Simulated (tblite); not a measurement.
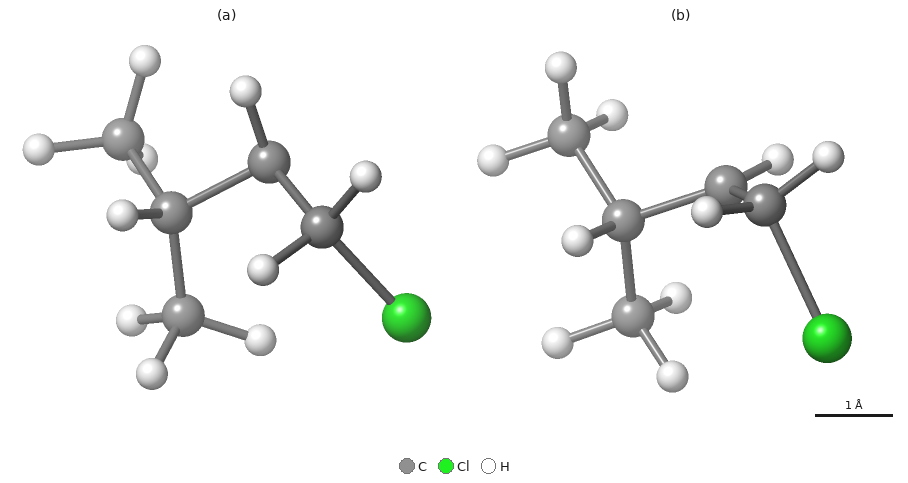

The structure of C₅H₁₀Cl (multiplicity 2) before (left) and after (right) a relaxation, at one scale.

The picture is a ball-and-stick view, seen from a free direction.

Computed with GFN2-xTB geometry optimisation, gas phase (tblite 0.8.0). 

### What changed between the two?

After 141 geometry steps the energy has fallen by 30.7 kcal/mol. The largest move after the best rigid fit is that of an H atom, 1.89 Å. By element the largest moves are H 1.89 Å, Cl 1.17 Å, C 0.44 Å. Some distances before and after: C–Cl 1.762 → 1.926 Å, C–C 1.506 → 1.426 Å, C–C 1.477 → 1.540 Å, C–H 1.133 → 1.079 Å. Bond angles that change, for instance: C–C–H 103.7° → 118.8°, C–C–C 109.7° → 123.0°, C–C–H 105.9° → 117.2°. Groups turn about C–C by about 50°, C–C by about 30°.
